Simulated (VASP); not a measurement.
Consider the following.

```xyz
2
Lattice="0.0000 2.8262 2.8262 2.8262 0.0000 2.8262 2.8262 2.8262 0.0000" Properties=species:S:1:pos:R:3 pbc="T T T"
Be     0.0000     0.0000     0.0000
Te     1.4131     1.4131     1.4131
```

Level of theory: optB86b-vdW, VASP's PBE PAW potentials (set 64) (plane waves; VASP). Settings: 520 eV cut-off, 9×9×9 Γ-centred mesh, tetrahedra with Blöchl corrections, potentials Be Te.

Unless said otherwise, spin-orbit coupling is left out, though it shifts the bands of the heavy elements here.

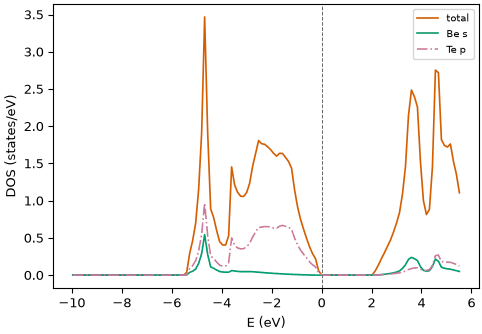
Fig. 1. Total and projected density of states, zero at the valence-band maximum

Within 2 eV below the valence-band maximum the largest weight inside VASP's projection spheres is Te p, then Be p.

It has a band gap.

The compound is BeTe in the zinc blende structure. It was relaxed first.
